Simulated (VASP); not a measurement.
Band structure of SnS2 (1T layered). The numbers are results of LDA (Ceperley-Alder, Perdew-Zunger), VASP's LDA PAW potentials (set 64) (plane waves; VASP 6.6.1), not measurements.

Unless said otherwise, spin-orbit coupling is left out, though it shifts the bands of the heavy elements here.

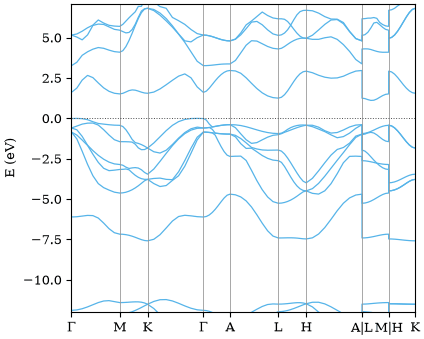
Fig. 1. Bands along high-symmetry lines, zero at the valence-band maximum or, without a gap, the Fermi level

Read the plot: is there a gap, and where are the band edges?

The gap is indirect, 1.11 eV, from the valence maximum at K-Γ at 0.89 to the conduction minimum at L-M at 0.33. (Edges off the drawn lines would not show.)

Measured: gap 2.18 eV (computed value off by -1.07 eV), as given by Joseph M. Gonzalez et al., Physical Review B (2016), arXiv:1609.04381.

The compound is SnS2 in the 1T layered structure. It was relaxed first.
